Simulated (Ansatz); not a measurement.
H21ClO10: several calculations on one system

## 1. Relaxation

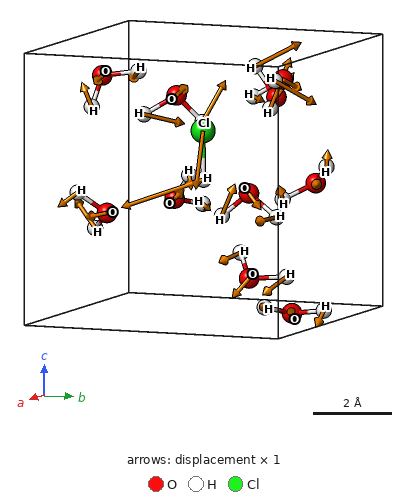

This is a relaxation of an amorphous cell of composition H₂₁ClO₁₀. The starting structure is drawn; orange arrows show the displacements, at their true length.

The picture is a ball-and-stick view of the cell of the calculation (origin shifted), seen slightly off an axis.

The cell holds 10 H2O + 1 HCl. The run prepares the start of a later molecular dynamics calculation, from a guessed geometry.

Theory: DFT PBEsol, scalar-relativistic, plane waves, PAW (Ansatz).

The input:
```yaml
accuracy: low
crystal:
  lattice:
    - [7.054004, 0.0, 0.0]
    - [0.0, 7.054004, 0.0]
    - [0.0, 0.0, 7.054004]
  atoms:
    - { symbol: O, position: [0.1126652, 0.7947394, 0.2114047] }
    - { symbol: H, position: [0.1348272, 0.9289393, 0.2301789] }
    - { symbol: H, position: [0.2324556, 0.7363444, 0.2444733] }
    - { symbol: O, position: [0.4942477, 0.7828323, 0.3845721] }
    - { symbol: H, position: [0.4076607, 0.7135115, 0.4655076] }
    - { symbol: H, position: [0.4496548, 0.9125074, 0.3915782] }
    - { symbol: O, position: [0.0880114, 0.3217215, 0.6064049] }
    - { symbol: H, position: [-0.0307721, 0.3834692, 0.5758935] }
    - { symbol: H, position: [0.1433634, 0.4020734, 0.7030122] }
    - { symbol: O, position: [0.0242846, 0.3031321, 0.9770615] }
    - { symbol: H, position: [-0.0214885, 0.3865219, 0.8780453] }
    - { symbol: H, position: [0.0793061, 0.1975054, 0.9087322] }
    - { symbol: O, position: [0.8541474, 0.6269044, 0.9661636] }
    - { symbol: H, position: [0.8583172, 0.5450476, 1.0763241] }
    - { symbol: H, position: [0.9859864, 0.6565163, 0.9417739] }
    - { symbol: O, position: [0.5350155, 0.2392891, 0.6031867] }
    - { symbol: H, position: [0.4496101, 0.1574133, 0.5335052] }
    - { symbol: H, position: [0.6064879, 0.1529455, 0.6824945] }
    - { symbol: O, position: [0.33932, 0.1402268, 0.0803173] }
    - { symbol: H, position: [0.3195013, 0.2745723, 0.1006092] }
    - { symbol: H, position: [0.4281253, 0.1351771, -0.0242837] }
    - { symbol: O, position: [0.7545761, 1.0232732, 0.1593343] }
    - { symbol: H, position: [0.8891269, 1.0478496, 0.1713893] }
    - { symbol: H, position: [0.7485165, 0.9046719, 0.0904123] }
    - { symbol: O, position: [0.7920264, 0.9050644, 0.7390105] }
    - { symbol: H, position: [0.7944702, 1.0151699, 0.6570101] }
    - { symbol: H, position: [0.7934726, 0.7988307, 0.6520304] }
    - { symbol: O, position: [0.1758841, 0.9143056, 0.7029793] }
    - { symbol: H, position: [0.2571152, 0.8177096, 0.6489056] }
    - { symbol: H, position: [0.2614602, 0.9919896, 0.7771087] }
    - { symbol: Cl, position: [0.3748169, 0.5521255, 0.901579] }
    - { symbol: H, position: [0.3661044, 0.5502131, 0.7203443] }
basis:
  ecutwfc: 420.0
kpoints:
  mp_grid: { grid: [1, 1, 1] }
hamiltonian:
  xc: pbesol
scf:
  occupations: { method: fermi_dirac, width: 0.05 }
  lower_state_search: "off"
relax:
  f_tol: 0.3
  max_steps: 15
  adjacent_minimum: "off"
output:
  write_density: true
  write_potential: true
  elf: true
  volumetric_format: npy
```

Run as
```bash
ansatz run input.yaml --threads 1 --pin off --max-ram 3072MiB --backend cpu --events-out ev --progress --plain --runs-dir out
```

> Atoms of which element are displaced furthest, and by how much?

Hydrogen: up to 2.25 Å, against 1.55 Å for chlorine.

> What did the optimiser do to the structure, and how much energy did it gain?

The largest move is that of H32, 2.25 Å roughly along [1 −2 −1]. By element the largest moves are H 2.25 Å, Cl 1.55 Å, O 0.81 Å. The lattice vectors keep their values. Among the contacts that change: O16–H32 2.629 → 1.006 Å, H17–O28 2.846 → 1.299 Å, Cl31–H32 1.280 → 2.004 Å, O16–H17 0.969 → 1.146 Å. New bonds form: O16–H32 (2.63 → 1.01 Å). Bonds break: Cl31–H32 (1.28 → 2.00 Å). Among the angles between lasting bonds that change: H20–O19–H21 104.0° → 112.7°, H17–O16–H18 104.0° → 109.1°, H2–O1–H3 104.0° → 101.0°. Over 14 geometry steps the energy falls by 196 meV per atom. Largest force component: 0.74 eV/Å at the start, 0.27 eV/Å at the end. The run took of the order of 21 core-seconds on a shared host.

Limits of the set-up: the program's low-accuracy preset was used; the periodic images lie only 7.1 Å apart, so the values are limited by the cell's size.

## 2. Dynamics

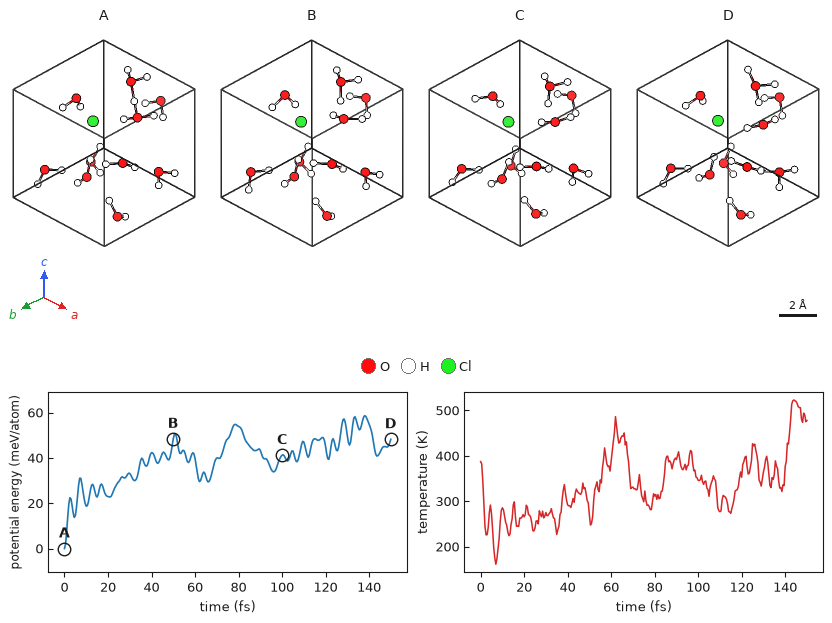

Molecular dynamics of a periodic cell with 10 H2O + 1 HCl at 1.025 g/cm³, 150 fs long. Frames (A at 0 fs, B at 50 fs, C at 100 fs, D at 150 fs) and the history of the run. The picture is a ball-and-stick view of the simulation cell, seen from a free direction.

All numbers below come from Ansatz, DFT PBEsol, scalar-relativistic, plane waves, PAW. Settings: plane-wave cutoff 420 eV; k-point mesh 1 × 1 × 1; Fermi-Dirac smearing 0.05 eV; low-accuracy preset; Langevin thermostat (NVT); set temperature 400 K; time step 0.5 fs; friction 0.02 per fs.

Describe the run.

Answer. The mean temperature in the second half is 367 K (standard deviation 60 K). The potential energy in the second half lies on average 46.1 meV per atom above the first frame. Root-mean-square distances from the starting positions over the second half, with the common drift of all atoms taken out: H 0.37 Å, Cl 0.36 Å, O 0.31 Å. The heavy atoms stay within a fraction of a molecule's size of their starting places; so short a run doesn't tell a liquid from a solid. Bond changes: one H–O bond breaks at about 105 fs; 2 H–O bonds form between 122 fs and 137 fs.

Limits of the set-up: the program's low-accuracy preset was used; the periodic images lie only 7.1 Å apart, so the values are limited by the cell's size.

## 3. Dynamics

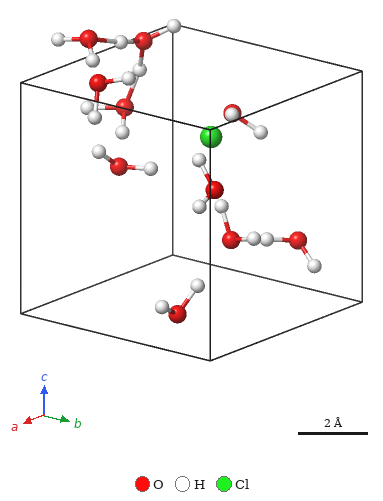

Starting frame of a dynamics run of a periodic cell with 10 H2O + 1 HCl at 1.025 g/cm³. It starts from the last geometry of an earlier run, with fresh velocities. The picture is a ball-and-stick view of the simulation cell, seen from a free direction.

Theory: DFT PBEsol, scalar-relativistic, plane waves, PAW in Ansatz 0.2.0.

The input:
```yaml
accuracy: low
crystal:
  lattice:
    - [7.054004, 0.0, 0.0]
    - [0.0, 7.054004, 0.0]
    - [0.0, 0.0, 7.054004]
  atoms:
    - { symbol: O, position: [0.13271831, 0.76671709, 0.25104639] }
    - { symbol: H, position: [0.15160811, 0.86820496, 0.16572278] }
    - { symbol: H, position: [0.25270413, 0.69801124, 0.27204985] }
    - { symbol: O, position: [0.50434108, 0.71171745, 0.33607958] }
    - { symbol: H, position: [0.48913174, 0.64897505, 0.46566064] }
    - { symbol: H, position: [0.51824845, 0.84295173, 0.37240573] }
    - { symbol: O, position: [0.04470018, 0.34994873, 0.69437305] }
    - { symbol: H, position: [-0.02387276, 0.44433982, 0.61327609] }
    - { symbol: H, position: [0.15431498, 0.43552775, 0.7336068] }
    - { symbol: O, position: [-0.14869012, 0.28920908, 1.01760407] }
    - { symbol: H, position: [-0.18157442, 0.42280612, 1.05665445] }
    - { symbol: H, position: [-0.08274384, 0.32369051, 0.89224387] }
    - { symbol: O, position: [0.80853541, 0.67285572, 1.08438458] }
    - { symbol: H, position: [0.72196049, 0.70987224, 1.1930004] }
    - { symbol: H, position: [0.93592659, 0.69339898, 1.15201957] }
    - { symbol: O, position: [0.51687246, 0.13032881, 0.53850065] }
    - { symbol: H, position: [0.35743517, 0.02032257, 0.62374354] }
    - { symbol: H, position: [0.62288763, 0.10931845, 0.62562369] }
    - { symbol: O, position: [0.27445569, 0.06562895, 0.00773232] }
    - { symbol: H, position: [0.19545952, 0.16243108, 0.0719441] }
    - { symbol: H, position: [0.42527744, 0.06601864, 0.04092684] }
    - { symbol: O, position: [0.60138189, 1.03783877, 0.09456502] }
    - { symbol: H, position: [0.70030829, 1.13878754, 0.04640299] }
    - { symbol: H, position: [0.63218929, 0.9027186, 0.07185614] }
    - { symbol: O, position: [0.83194701, 0.88764536, 0.67154855] }
    - { symbol: H, position: [0.95736123, 0.90803468, 0.63534904] }
    - { symbol: H, position: [0.8230601, 0.79848847, 0.78102862] }
    - { symbol: O, position: [0.2436544, 0.94137216, 0.68685871] }
    - { symbol: H, position: [0.32133449, 0.80704265, 0.67716143] }
    - { symbol: H, position: [0.21945651, 1.00056311, 0.85571343] }
    - { symbol: Cl, position: [0.43920358, 0.55412269, 0.73363314] }
    - { symbol: H, position: [0.46346612, 0.25532152, 0.54122552] }
basis:
  ecutwfc: 250.0
kpoints:
  mp_grid: { grid: [1, 1, 1] }
hamiltonian:
  xc: pbesol
scf:
  occupations: { method: fermi_dirac, width: 0.05 }
  lower_state_search: "off"
md:
  timestep: 0.75
  n_steps: 200
  ensemble: nvt_langevin
  temperature: 400.0
  initial_velocities: maxwell_boltzmann
  seed: 524075
  friction: 0.005
```

Launched with:
```bash
ansatz run input.yaml --threads 1 --pin off --max-ram 3072MiB --backend cpu --events-out ev --progress --plain --runs-dir out
```

> What does the trajectory do?

The mean temperature in the second half is 373 K (standard deviation 42 K). The potential energy in the second half lies on average 8.4 meV per atom below the first frame. Root-mean-square distances from the starting positions over the second half, with the common drift of all atoms taken out: H 0.60 Å, O 0.40 Å, Cl 0.17 Å. The heavy atoms stay within a fraction of a molecule's size of their starting places; so short a run doesn't tell a liquid from a solid. Bond changes: 3 H–O bonds break between 31 fs and 40 fs; one H–O contact opens and closes in turn. The plane-wave cutoff is below what these potentials need, so energies and forces are off.

Along the run (each row but the first and the last is the mean over the interval that it begins):

```csv
time (fs),potential energy (meV/atom),T (K)
0.0,0.0,388
18.8,-4.4,377
37.5,-5.2,406
56.2,-7.9,407
75.0,-5.6,372
93.8,-10.4,373
112.5,-8.8,374
131.2,-8.9,375
150.0,-2.9,328
```

The paths of the atoms:

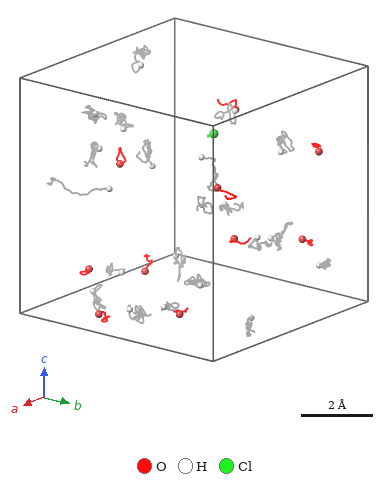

Limits of the set-up: the cutoff lies below the recommended one; the program's low-accuracy preset was used; the periodic images lie only 7.1 Å apart, so the values are limited by the cell's size.

The run took of the order of 2.4 core-minutes on a shared host.
